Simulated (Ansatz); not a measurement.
**Phonons of MoS2 (P6_3/mmc) against volume**

Aim: how do the optical modes of MoS2 (P6_3/mmc) move with volume?

Program: Ansatz 0.2.0. Level of theory: DFT PBE+D3(BJ), scalar-relativistic, plane waves, PAW; PAW set soft_1. Results are calculated unless marked as measured.

The database entry behind the starting cell differs from later determinations by our own check (about 0.3 % long), so it need not match the best structure at ambient conditions.

### 1. The starting structure

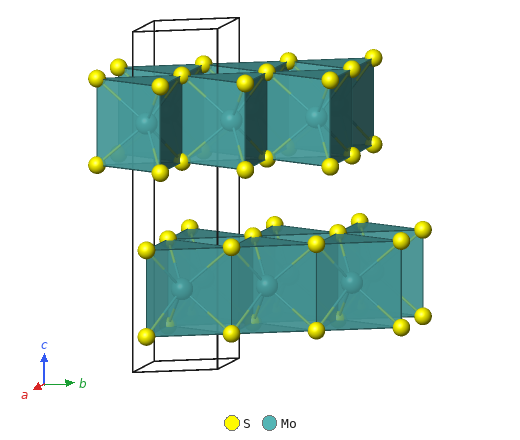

Start, viewed slightly off an axis; sulfur yellow, molybdenum teal. 2×3×1 cells are drawn. Some periodic images of atoms are drawn too.

### 2. Relaxation

Harmonic phonons are second derivatives at a point where the forces vanish, and they are wanted at zero stress, so atoms and cell are relaxed first.

Input file input.yaml:

```yaml
crystal:
  lattice:
    - [3.169, 0.0, 0.0]
    - [-1.5845, 2.7444345046, 0.0]
    - [0.0, 0.0, 12.324]
  atoms:
    - { symbol: S, position: [0.33333333, 0.66666667, 0.623] }
    - { symbol: S, position: [0.66666667, 0.33333333, 0.123] }
    - { symbol: S, position: [0.33333333, 0.66666667, 0.877] }
    - { symbol: S, position: [0.66666667, 0.33333333, 0.377] }
    - { symbol: Mo, position: [0.33333333, 0.66666667, 0.25] }
    - { symbol: Mo, position: [0.66666667, 0.33333333, 0.75] }
kpoints:
  mp_grid: { grid: [12, 12, 4] }
hamiltonian:
  xc: pbe
  dispersion: d3bj
  pseudopotentials: { kind: paw, azcp: { folder: soft_1 } }
scf:
  occupations: { method: gaussian, width: 0.02 }
output:
  forces: true
  stress: true
  eigenvalues: true
  write_density: true
  write_potential: true
  elf: true
  volumetric_format: npy
relax:
  adjacent_minimum: "off"
  f_tol: 0.005
  max_steps: 80
  cell: { stress_tol: 0.05 }
```

The run is started by

```bash
ansatz run input.yaml --threads 4 --pin off --max-ram 16384MiB --backend cpu --events-out ev --progress --plain --runs-dir out
```

Numbers of over 12 decimals in the logs are rounded to 6 here.

Output:

```text
Engine: ansatz 0.2.0, aarch64-unknown-linux-gnu
Pseudopotentials: kind: paw
Pseudopotential: S, paw, valence charge 6, recommended cutoff 420 eV (normal), soft_1/S.paw.azcp
Pseudopotential: Mo, paw, valence charge 14, recommended cutoff 420 eV (normal), soft_1/Mo.paw.azcp
Functional definition: PBE
  parameter kappa = 0.804
  parameter beta = 0.066725
  exchange = pbe_x(kappa = kappa, mu = beta*pi^2/3)
  correlation = pbe_c(beta = beta)
Crystal: 6 atoms, lattice volume = 107.183 Å³
Basis set: ecut = 420 eV, 2081 PW (Γ), exchange–correlation on 48×48×180 points (8 copies of the dense FFT grid, shifted against one another)
Bands: 32, of which v1, the nominal top of the filled ones, is band 26 counted from 1 (25 counted from 0)
Symmetry: 24 space group operations
Space group: P63/mmc (ITA 194), of the structure as read, at distance tolerance 4.8e-5 Å
k-points: 57 of 576
Non-local potential: S, projectors of the file, l = 0: 2, l = 1: 2, l = 2: 1
Non-local potential: Mo, projectors of the file, l = 0: 3, l = 1: 2, l = 2: 2, l = 3: 1
PAW form: soft (Blöchl's): semilocal exchange-correlation on the pseudo side does not see the compensation charge
PAW one-centre angular grid: S, 110 points (default); XC on 64 Gauss nodes
PAW one-centre angular grid: Mo, 590 points (default); XC on 64 Gauss nodes
Initial density: superposition of atomic densities (chi_scale 0.1, normalization cell, long waves kept (reshape's long-wave potential 0.07 eV rms))
Initial wavefunctions: pseudopotential atomic-orbital guess
Functional: x = pbe(κ = 0.804, μ = 0.219515), c = pbe(β = 0.066725)
SCF iter   1: F=—  HF=-13529.670769 eV  |F-HF|=—  |Δ(HF+E_count)|=         —  Δρ=6.10e-2  dr2=5.02e0  ethr=3.10e-3  ⟨swp⟩=8.8  Hψ=9625  notcnv=0
preconditioner: auto → Resta (q_TF=auto, 2.418 Å⁻¹)  ε∞=7.9  [insulator: Δε(μ)=0.762 eV  Ē_g=8.169 eV  σ=0.020 eV  W_gap=1.00  n_scr=26 (ndim 8)  ℏωp=21.5 eV  f_vac=0.001  D(μ)=0.00/eV (n_scr^D=0)  ε∞_Penn≈7.9]
SCF iter   2: F=—  HF=-13528.513602 eV  |F-HF|=—  |Δ(HF+E_count)|=    1.16e0  Δρ=3.14e-2  dr2=1.30e0  ethr=3.10e-3  ⟨swp⟩=2.3  Hψ=3378  notcnv=0  defer=84
SCF iter   3: F=—  HF=-13528.151447 eV  |F-HF|=—  |Δ(HF+E_count)|=   3.62e-1  Δρ=5.56e-3  dr2=4.72e-2  ethr=2.50e-3  ⟨swp⟩=2.3  Hψ=2913  notcnv=0  defer=84
SCF iter   4: F=—  HF=-13528.150122 eV  |F-HF|=—  |Δ(HF+E_count)|=   1.32e-3  Δρ=1.51e-3  dr2=3.96e-3  ethr=9.07e-5  ⟨swp⟩=2.2  Hψ=2914  notcnv=0  defer=83
SCF iter   5: F=—  HF=-13528.151765 eV  |F-HF|=—  |Δ(HF+E_count)|=   1.64e-3  Δρ=7.13e-4  dr2=7.99e-4  ethr=7.61e-6  ⟨swp⟩=2.4  Hψ=3647  notcnv=0  defer=83
SCF iter   6: F=—  HF=-13528.151853 eV  |F-HF|=—  |Δ(HF+E_count)|=   8.83e-5  Δρ=9.72e-5  dr2=1.42e-5  ethr=1.54e-6  ⟨swp⟩=2.4  Hψ=2959  notcnv=0  defer=83
SCF iter   7: F=—  HF=-13528.151899 eV  |F-HF|=—  |Δ(HF+E_count)|=   4.59e-5  Δρ=2.81e-5  dr2=8.82e-7  ethr=2.73e-8  ⟨swp⟩=2.1  Hψ=2860  notcnv=0  defer=83
SCF iter   8: F=-13528.151902 eV  HF=-13528.151902 eV  |F-HF|=5.02e-8  |Δ(HF+E_count)|=   3.10e-6  Δρ=4.40e-6  dr2=2.01e-8  ethr=1.92e-10  ⟨swp⟩=17.8  Hψ=16234  notcnv=0
SCF 1 converged in 8 iterations: F = -13528.151902 eV  dr2 = 2.01e-8
  greatest PAW one-centre occupation: 0.999 electrons in one spin orbital (limit 2), on the Mo atom at site 5 (counted from 0), in its partial waves of l = 0
relax step   1: F+E_penalty+E_count = -13528.15190209 eV  Δ(F+E_penalty+E_count) = +0.000e0 eV  max|allowed force component| = 6.148e-2 eV/Å  Δτ_max = 0.0000 Å  P = -1.903 GPa  Ω = 107.183 Å³  (8 SCF iters, dr2 threshold 1.00e-7 eV, accepted)
Crystal: 6 atoms, lattice volume = 100.739 Å³
Basis set: ecut = 420 eV, 1971 PW (Γ), exchange–correlation on 48×48×180 points (8 copies of the dense FFT grid, shifted against one another)
Initial density: handed on by an earlier stage of this run
Initial wavefunctions: those handed on with the density
iter 1 solved again at ethr=9.69e-5 eV; its pass at ethr=3.10e-3 eV (dr2=5.04e-2 eV) is discarded
SCF iter   1: F=—  HF=-13528.153175 eV  |F-HF|=—  |Δ(HF+E_count)|=         —  Δρ=5.82e-3  dr2=5.08e-2  ethr=9.69e-5  ⟨swp⟩=2.1  Hψ=11244  notcnv=0
preconditioner: auto → Resta (q_TF=auto, 2.444 Å⁻¹)  ε∞=8.9  [insulator: Δε(μ)=0.685 eV  Ē_g=7.895 eV  σ=0.020 eV  W_gap=1.00  n_scr=26 (ndim 8)  ℏωp=22.2 eV  f_vac=0.002  D(μ)=0.00/eV (n_scr^D=0)  ε∞_Penn≈8.9]
SCF iter   2: F=—  HF=-13528.143711 eV  |F-HF|=—  |Δ(HF+E_count)|=   9.46e-3  Δρ=3.38e-3  dr2=1.84e-2  ethr=9.69e-5  ⟨swp⟩=1.9  Hψ=2043  notcnv=0
SCF iter   3: F=—  HF=-13528.141282 eV  |F-HF|=—  |Δ(HF+E_count)|=   2.43e-3  Δρ=1.08e-3  dr2=1.47e-3  ethr=3.53e-5  ⟨swp⟩=3.0  Hψ=3611  notcnv=0
SCF iter   4: F=—  HF=-13528.141276 eV  |F-HF|=—  |Δ(HF+E_count)|=   6.19e-6  Δρ=4.64e-4  dr2=5.40e-4  ethr=2.83e-6  ⟨swp⟩=2.4  Hψ=3032  notcnv=0
SCF iter   5: F=—  HF=-13528.141233 eV  |F-HF|=—  |Δ(HF+E_count)|=   4.35e-5  Δρ=2.81e-4  dr2=2.11e-4  ethr=1.04e-6  ⟨swp⟩=2.1  Hψ=2321  notcnv=0
SCF iter   6: F=—  HF=-13528.141190 eV  |F-HF|=—  |Δ(HF+E_count)|=   4.28e-5  Δρ=6.24e-5  dr2=1.14e-5  ethr=4.05e-7  ⟨swp⟩=2.1  Hψ=2610  notcnv=0
SCF iter   7: F=-13528.141188 eV  HF=-13528.141188 eV  |F-HF|=1.25e-7  |Δ(HF+E_count)|=   1.95e-6  Δρ=8.48e-6  dr2=2.01e-7  ethr=1.15e-9  ⟨swp⟩=11.9  Hψ=16781  notcnv=0
the search or the solves at the SCF's close seem to have found levels that the self-consistency loop had missed (the run counts 1). By its estimate they hold under 1e-12 electrons; where the run keeps them, the occupations were computed again with them
SCF 2 converged in 7 iterations: F = -13528.141188 eV  dr2 = 2.01e-7
relax step   2: F+E_penalty+E_count = -13528.14118770 eV  Δ(F+E_penalty+E_count) = +1.071e-2 eV  max|allowed force component| = 2.115e-1 eV/Å  Δτ_max = 0.0670 Å  P = +1.353 GPa  Ω = 100.739 Å³  energy of the carried Pulay correction = +1.214e-3 eV  (7 SCF iters, dr2 threshold 6.00e-7 eV, rejected (line search))
Crystal: 6 atoms, lattice volume = 104.425 Å³
Basis set: ecut = 420 eV, 2009 PW (Γ), exchange–correlation on 48×48×180 points (8 copies of the dense FFT grid, shifted against one another)
iter 1 solved again at ethr=3.84e-5 eV; its pass at ethr=3.10e-3 eV (dr2=2.00e-2 eV) is discarded
SCF iter   1: F=—  HF=-13528.171741 eV  |F-HF|=—  |Δ(HF+E_count)|=         —  Δρ=3.50e-3  dr2=1.96e-2  ethr=3.84e-5  ⟨swp⟩=2.2  Hψ=10955  notcnv=0
preconditioner: auto → Resta (q_TF=auto, 2.429 Å⁻¹)  ε∞=8.8  [insulator: Δε(μ)=0.830 eV  Ē_g=7.813 eV  σ=0.020 eV  W_gap=1.00  n_scr=26 (ndim 8)  ℏωp=21.8 eV  f_vac=0.013  D(μ)=0.00/eV (n_scr^D=0)  ε∞_Penn≈8.8]
SCF iter   2: F=—  HF=-13528.168179 eV  |F-HF|=—  |Δ(HF+E_count)|=   3.56e-3  Δρ=1.97e-3  dr2=6.04e-3  ethr=3.78e-5  ⟨swp⟩=1.9  Hψ=2234  notcnv=0
SCF iter   3: F=—  HF=-13528.167132 eV  |F-HF|=—  |Δ(HF+E_count)|=   1.05e-3  Δρ=6.18e-4  dr2=8.35e-4  ethr=1.16e-5  ⟨swp⟩=2.1  Hψ=3018  notcnv=0
SCF iter   4: F=—  HF=-13528.167086 eV  |F-HF|=—  |Δ(HF+E_count)|=   4.56e-5  Δρ=3.23e-4  dr2=1.59e-4  ethr=1.60e-6  ⟨swp⟩=2.1  Hψ=2593  notcnv=0
SCF iter   5: F=—  HF=-13528.167125 eV  |F-HF|=—  |Δ(HF+E_count)|=   3.92e-5  Δρ=7.68e-5  dr2=1.59e-5  ethr=3.07e-7  ⟨swp⟩=2.0  Hψ=2622  notcnv=0
SCF iter   6: F=—  HF=-13528.167135 eV  |F-HF|=—  |Δ(HF+E_count)|=   9.48e-6  Δρ=2.21e-5  dr2=1.11e-6  ethr=3.07e-8  ⟨swp⟩=2.0  Hψ=2810  notcnv=0
SCF iter   7: F=—  HF=-13528.167136 eV  |F-HF|=—  |Δ(HF+E_count)|=   1.55e-6  Δρ=6.73e-6  dr2=5.41e-8  ethr=2.14e-9  ⟨swp⟩=2.3  Hψ=2989  notcnv=0
SCF iter   8: F=—  HF=-13528.167136 eV  |F-HF|=—  |Δ(HF+E_count)|=   7.98e-8  Δρ=1.06e-6  dr2=1.81e-9  ethr=1.04e-10  ⟨swp⟩=2.1  Hψ=2833  notcnv=0
SCF iter   9: F=—  HF=-13528.167136 eV  |F-HF|=—  |Δ(HF+E_count)|=   3.71e-9  Δρ=3.33e-7  dr2=1.21e-10  ethr=3.49e-12  ⟨swp⟩=2.7  Hψ=3327  notcnv=0
SCF iter  10: F=-13528.167136 eV  HF=-13528.167136 eV  |F-HF|=3.64e-12  |Δ(HF+E_count)|=  3.82e-11  Δρ=9.63e-8  dr2=1.05e-11  ethr=1.00e-12  ⟨swp⟩=7.6  Hψ=9828  notcnv=0
SCF 3 converged in 10 iterations: F = -13528.167136 eV  dr2 = 1.05e-11
relax step   3: F+E_penalty+E_count = -13528.16713629 eV  Δ(F+E_penalty+E_count) = -1.523e-2 eV  max|allowed force component| = 5.425e-2 eV/Å  Δτ_max = 0.0263 Å  P = -0.457 GPa  Ω = 104.425 Å³  energy of the carried Pulay correction = +5.104e-4 eV  (10 SCF iters, accepted)
[...]
relax step   4: F+E_penalty+E_count = -13528.16802503 eV  Δ(F+E_penalty+E_count) = -8.887e-4 eV  max|allowed force component| = 2.106e-2 eV/Å  Δτ_max = 0.0066 Å  P = -0.051 GPa  Ω = 103.764 Å³  energy of the carried Pulay correction = +6.349e-4 eV  (6 SCF iters, dr2 threshold 6.00e-7 eV, accepted)
[...]
relax step   5: F+E_penalty+E_count = -13528.16806605 eV  Δ(F+E_penalty+E_count) = -4.102e-5 eV  max|allowed force component| = 2.349e-3 eV/Å  Δτ_max = 0.0020 Å  P = +0.018 GPa  Ω = 103.848 Å³  energy of the carried Pulay correction = +6.190e-4 eV  (6 SCF iters, dr2 threshold 6.00e-8 eV, accepted)
Basis set: ecut = 420 eV, 2009 PW (Γ), exchange–correlation on 48×48×162 points (8 copies of the dense FFT grid, shifted against one another)
Initial wavefunctions: pseudopotential atomic-orbital guess (no wavefunctions were taken with the density)
iter 1 solved again at ethr=9.42e-7 eV; its pass at ethr=3.10e-3 eV (dr2=4.90e-4 eV) is discarded
SCF iter   1: F=—  HF=-13528.167454 eV  |F-HF|=—  |Δ(HF+E_count)|=         —  Δρ=4.54e-5  dr2=3.41e-7  ethr=9.42e-7  ⟨swp⟩=3.7  Hψ=14622  notcnv=0
eigensolver tolerance schedule: the retry pair's looser diagonalisation over-reported the residual by 1436.61 of it (diagonalisation noise at 0.78 of the residual, at the tolerance the schedule requests for it); recorded, not acted on — ethr = c·dr2/N_el stays at c = 1.0e-1
preconditioner: auto → Resta (q_TF=auto, 2.431 Å⁻¹)  ε∞=8.8  [insulator: Δε(μ)=0.785 eV  Ē_g=7.833 eV  σ=0.020 eV  W_gap=1.00  n_scr=26 (ndim 8)  ℏωp=21.9 eV  f_vac=0.009  D(μ)=0.00/eV (n_scr^D=0)  ε∞_Penn≈8.8]
SCF iter   2: F=—  HF=-13528.167457 eV  |F-HF|=—  |Δ(HF+E_count)|=   2.59e-6  Δρ=2.33e-5  dr2=7.72e-8  ethr=6.56e-10  ⟨swp⟩=3.2  Hψ=4019  notcnv=0
SCF iter   3: F=—  HF=-13528.167457 eV  |F-HF|=—  |Δ(HF+E_count)|=   1.33e-7  Δρ=2.74e-6  dr2=1.75e-9  ethr=1.49e-10  ⟨swp⟩=2.2  Hψ=3278  notcnv=0
SCF iter   4: F=—  HF=-13528.167457 eV  |F-HF|=—  |Δ(HF+E_count)|=   2.24e-9  Δρ=4.98e-7  dr2=2.02e-10  ethr=3.37e-12  ⟨swp⟩=2.0  Hψ=3277  notcnv=0
iter 5 did not close the SCF: its close was put off for the readings that it lacked (scf_convergence_deferred on its scf_iter line)
SCF iter   5: F=-13528.167457 eV  HF=-13528.167457 eV  |F-HF|=1.82e-12  |Δ(HF+E_count)|=  1.46e-11  Δρ=5.61e-8  dr2=3.20e-12  ethr=1.00e-12  ⟨swp⟩=2.3  Hψ=2752  notcnv=0
SCF iter   6: F=-13528.167457 eV  HF=-13528.167457 eV  |F-HF|=3.64e-12  |Δ(HF+E_count)|=  3.64e-12  Δρ=1.26e-8  dr2=2.38e-13  ethr=1.00e-12  ⟨swp⟩=5.2  Hψ=8527  notcnv=0
SCF 6 converged in 6 iterations: F = -13528.167457 eV  dr2 = 2.38e-13
relax step   6: F+E_penalty+E_count = -13528.16745700 eV  Δ(F+E_penalty+E_count) = +6.090e-4 eV  max|allowed force component| = 2.476e-3 eV/Å  Δτ_max = 0.0000 Å  P = +0.018 GPa  Ω = 103.848 Å³  stress off target by 1.85e-2 GPa  SCF on the basis re-selected at this cell (its energy is not comparable with the rows above)  (6 SCF iters)
basis re-selected at this cell: Δ(F+E_penalty+E_count) = +6.090e-4 eV, ΔP = +0.000 GPa vs the last step (what re-selecting the basis moved, of the pressure what is left beyond the Pulay correction that the steps carried, after the strain that the cell walked since its last selection, with what the two solves' SCF thresholds leave and, on support functions, any second-order correction that the steps lacked; it is no measure of the basis error at this ecutwfc). The dense FFT grid was sized anew with the basis: this SCF ran on 24×24×81 points, the steps before it on 24×24×90, so part of this shift can come from that change (see relax.cell in the input reference). [rest of the remark cut]
SCF converged after 6 iterations
Free energy (F): -13528.167457 eV
Harris-Foulkes:  -13528.167457 eV  (|F-HF|=3.64e-12)
Internal energy: -13528.167457 eV  (E = F + TS)
E sigma→0 (E₀):  -13528.167457 eV
Fermi energy:    11.856807 eV
--- Per-component energies (eV) ---
  E_band       = -287.026028
  E_kinetic    = 1270.824961
  E_local      = -3753.073901  (includes V_loc(G=0)·N_el)
  E_nonlocal   = 433.920848
  E_hartree    = 1445.661494
  E_xc         = -709.880995
  E_vxc        = -772.844252  (∫ρ·V_xc dr)
  E_paw        = -8857.325206  (= ΣΔE_a)
  E_vpaw       = -357.176780  (= ΣTr[D̂ρ^β])
  E_aug_tail   = 0.000091  (compensation charges beyond the density's cutoff)
  E_ewald      = -3355.669112
  E_disp       = -2.625638  (pairwise vdW)
  E_smearing   = -0.000000  (= −TS)
  E_closure    = 0.000000  (closes the sum)
  Σ components = -13528.167457   (vs F -13528.167457, Δ=0.00e0)
--- Forces (eV/Å), atoms counted from 1 ---
  atom   1  S     -0.00000000     0.00000000    -0.00247641
  atom   2  S      0.00000000    -0.00000000    -0.00247641
  atom   3  S     -0.00000000     0.00000000     0.00247641
  atom   4  S      0.00000000    -0.00000000     0.00247641
  atom   5  Mo     0.00000000     0.00000000     0.00000000
  atom   6  Mo    -0.00000000     0.00000000    -0.00000000
  max |Σ_I F_I| component: 8.67e-18 eV/Å
--- Stress (GPa, compression-positive) ---
        0.018479       0.000000      -0.000000
        0.000000       0.018479      -0.000000
       -0.000000      -0.000000       0.016672
  P = ⅓ Tr σ = 0.0179 GPa (0.179 kbar)
--- Band table (eV; the first three rows and the last of 57) ---
  k-point 0: bands = [... 22 lower, 9.3020, 10.1799, 10.3571, 11.4645, 13.5459, 13.5459, 13.5814, 13.5814, ... 2 higher]
  k-point 1: bands = [... 22 lower, 9.2931, 9.5589, 10.8282, 11.4011, 13.5457, 13.5457, 13.5649, 13.5649, ... 2 higher]
  k-point 2: bands = [... 22 lower, 9.2716, 9.2716, 11.1978, 11.1978, 13.5495, 13.5495, 13.5495, 13.5495, ... 2 higher]
  k-point 56: bands = [... 22 lower, 8.4942, 8.4942, 10.7063, 10.7063, 12.5238, 12.5238, 13.6796, 13.6796, ... 2 higher]
--- Relaxed structure (5 steps of the walk, 4 accepted, 1 SCFs on fresh bases) ---
  F+E_penalty+E_count = -13528.16745700 eV   max|allowed force component| = 2.476e-3 eV/Å   (the final SCF, on the basis selected at the relaxed cell)
  cell:  # Å, volume = 103.8482 Å³
    - [3.149230, 0, 0]
    - [-1.574615, 2.727314, 0]
    - [0, 0, 12.090919]
  atoms:
    - { symbol: S, position: [0.333333, 0.666667, 0.620500] }
    - { symbol: S, position: [0.666667, 0.333333, 0.120500] }
    - { symbol: S, position: [0.333333, 0.666667, 0.879500] }
    - { symbol: S, position: [0.666667, 0.333333, 0.379500] }
    - { symbol: Mo, position: [0.333333, 0.666667, 0.25] }
    - { symbol: Mo, position: [0.666667, 0.333333, 0.750000] }
```

Run time: 22 s. Hardware: 4 threads of Arm Neoverse V1, shared host; peak memory 0.58 GiB.

Step by step:

```
step  energy less that of the first step (eV)  largest force component (eV/Å)  pressure (GPa)  volume (Å³)
   1                                   0.0000                          0.0615           -1.90       107.18
   2                                   0.0107                          0.2115            1.35       100.74
   3                                  -0.0152                          0.0542           -0.46       104.43
   4                                  -0.0161                          0.0211           -0.05       103.76
   5                                  -0.0162                          0.0023            0.02       103.85
  6*                                  -0.0156                          0.0025            0.02       103.85
```

Relaxation steps marked * repeat the geometry before them on a plane-wave basis chosen anew for their cell, so energy and pressure can jump there. Relaxation step 2 was tried and not accepted.

The run keeps the 24 symmetry operations that it works with, so distortions that break them were not tested.

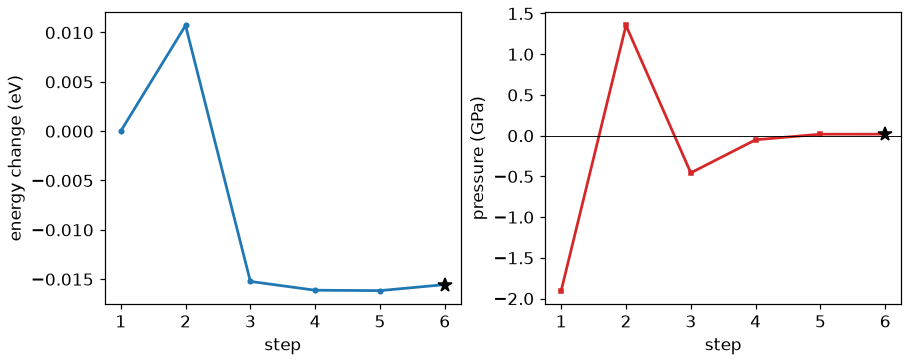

Energy and pressure along the relaxation. Stars mark steps on a basis chosen anew.

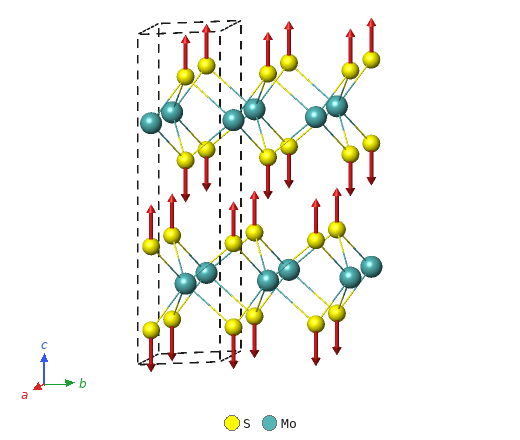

Displacements in the relaxation, exaggerated, measured against the changing cell; the longest in the cell stands for 0.03 Å. 2×3×1 cells are drawn.

```
conventional cell, symmetrised  before   after  change
                         a (Å)   3.169   3.149  -0.6 %
                         b (Å)   3.169   3.149  -0.6 %
                         c (Å)  12.324  12.091  -1.9 %
              volume (Å³/atom)   17.86   17.31  -3.1 %
```

The atoms that moved most (Å, as changes of fractional coordinates times the final cell):

```
atom     dx     dy      dz  length
  S1  0.000  0.000  -0.030   0.030
  S4  0.000  0.000   0.030   0.030
  S2  0.000  0.000  -0.030   0.030
  S3  0.000  0.000   0.030   0.030
```

The relaxed structure:

```xyz
6
Lattice="3.1492 0.0000 0.0000 -1.5746 2.7273 0.0000 0.0000 0.0000 12.0909" Properties=species:S:1:pos:R:3 pbc="T T T"
S     0.0000    1.8182    7.5024
S     1.5746    0.9091    1.4570
S     0.0000    1.8182   10.6340
S     1.5746    0.9091    4.5885
Mo    0.0000    1.8182    3.0227
Mo    1.5746    0.9091    9.0682
```

Numbers from this step:

| Item | Value |
| --- | --- |
| pressure | 0.01788 GPa |
| gap on the k-mesh | 0.7855 eV |
| volume per atom | 17.31 Å³ |

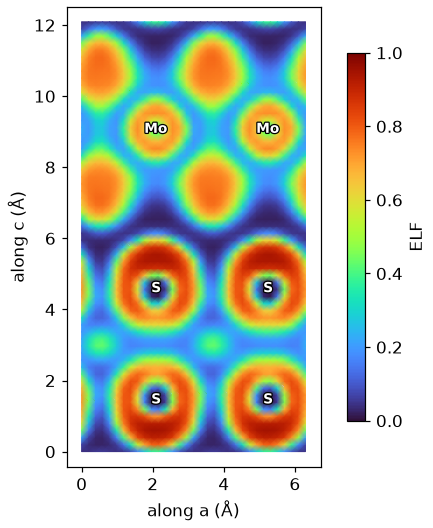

ELF in the ac plane at fractional y = 0.333, with atoms of S and Mo within 0.2 Å of it. It is the smooth field of the valence electrons, not physical close to the nuclei.

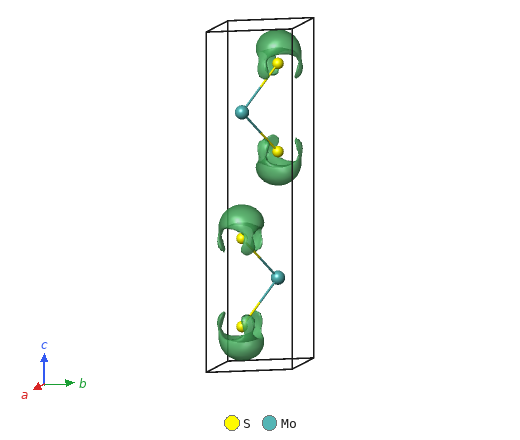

Surface of ELF = 0.85.

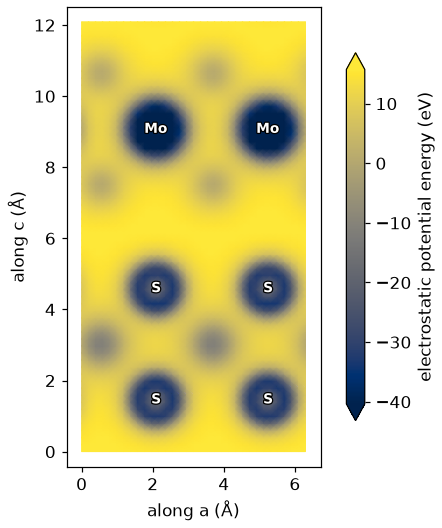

Electrostatic potential energy in the ac plane at fractional y = 0.333, with atoms of S and Mo within 0.2 Å of it. With pseudopotentials it is smooth inside the atoms' cores, unlike the true potential.

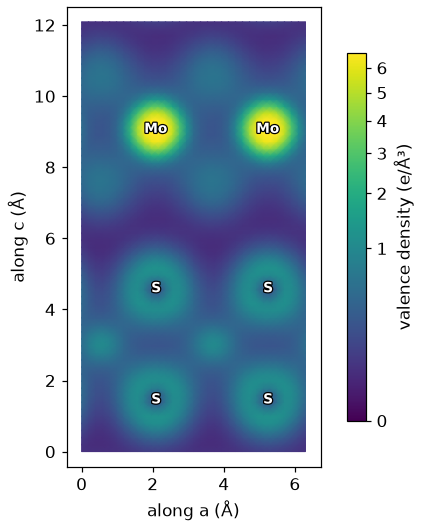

Valence density in the ac plane at fractional y = 0.333, with atoms of S and Mo within 0.2 Å of it. It is the smooth field of the valence electrons, not physical close to the nuclei. The colour scale is stretched toward low values.

In this step the volume went from 17.86 to 17.31 Å³/atom.

(Continued in part 2 of 4.)

[Logs are printed without paths, hosts, clocks, repeated set-up lines and the standing remarks that a program may print on its own settings, such as how far it seeks lower states.]

[Hosts, paths, dates, database ids (printed as entryN), source tags and the programs' standing remarks are cut or masked in the printed files.]
